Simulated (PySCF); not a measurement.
## Electronic structure of Cl₄Si···PH₃···PH₃ (cis-Si(PH3)2Cl4) in real space

```xyz
13

Si   -0.8012    0.0188   -0.8097
P    -0.8318   -0.0243    1.6869
H     0.3671   -0.0608    2.4510
H    -1.5180   -1.1179    2.2662
H    -1.4776    1.0722    2.3060
Cl   -0.5624    0.0512   -2.9101
P     1.7056   -0.0046   -0.7972
H     2.2971   -1.0898   -1.4863
H     2.4615   -0.0475    0.4073
H     2.3281    1.0992   -1.4276
Cl   -2.9056    0.0286   -0.6208
Cl   -0.5019    2.1472   -0.4886
Cl   -0.5304   -2.1242   -0.5548
```

Geometry: PBE0-D3(BJ)/def2-SVP.

Computed with PBE0/pcSseg-1, SCF density, gas phase, non-relativistic in PySCF.

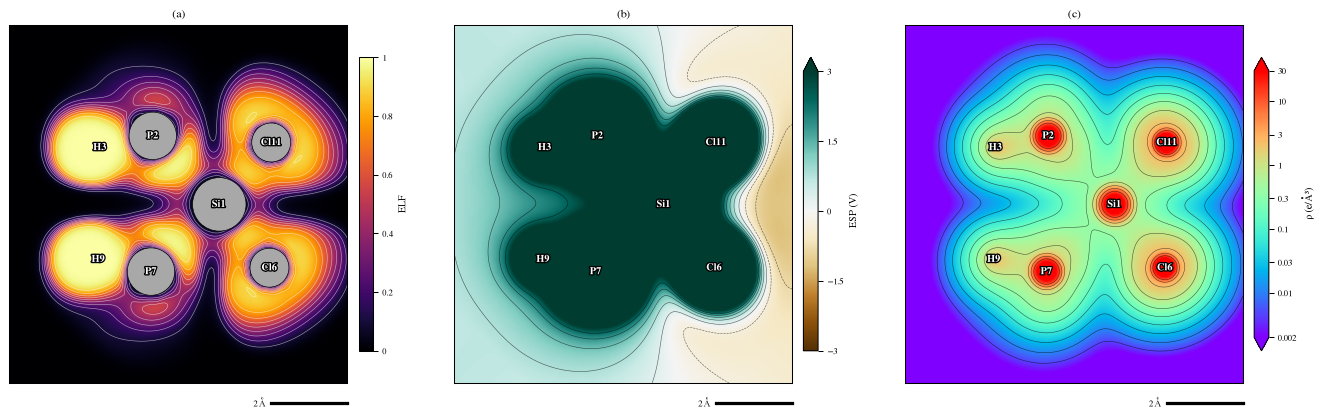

Figure 1. (a) electron localisation function; (b) electrostatic potential; (c) total electron density on the plane of atoms Cl6, Si1 and Cl11. Grey discs cover the atomic cores in the ELF map.

What does the map show?

Answer.
- The section cuts through Si, P, H and Cl sites.
- Si1···P2 (2.50 Å): the density falls to about 0.39 e/Å³ on the way; the ELF peaks at about 0.95 between the atoms.
- Si–Cl (2.11 Å): the density is about 0.84 e/Å³ at the midpoint; the ELF peaks at about 0.90 between the atoms, as expected for a polar covalent bond.
- P–H (1.42 Å): ρ at the midpoint is about 1.1 e/Å³; the ELF climbs to about 1 towards the hydrogen, as it does in any bond to H.
- The ELF also peaks beside Cl6 and Cl11, away from the bonds: lone-pair regions.
- Outside the dense part of the complex the potential is most negative (−1.2 V) near Cl6 and Cl11.

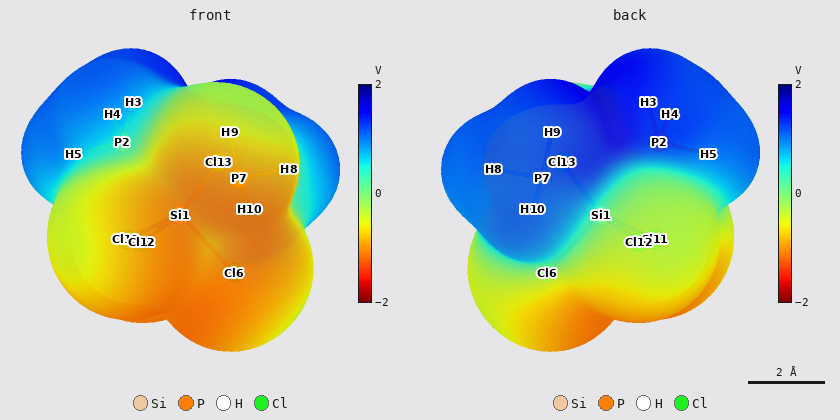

Figure 2. The molecular electrostatic potential painted on the density surface at 0.001 e/bohr³, seen from the front and from behind; red is negative and blue positive.

Describe the electrostatic potential map.

Answer. The most negative region (about −1.2 V) lies over Cl6, Cl11 and Cl12, the most positive (about +1.6 V) over the gap between the two molecules, near H3 and H9.

How polar is the complex by this calculation?

Answer. Its dipole moment is 7.20 D.
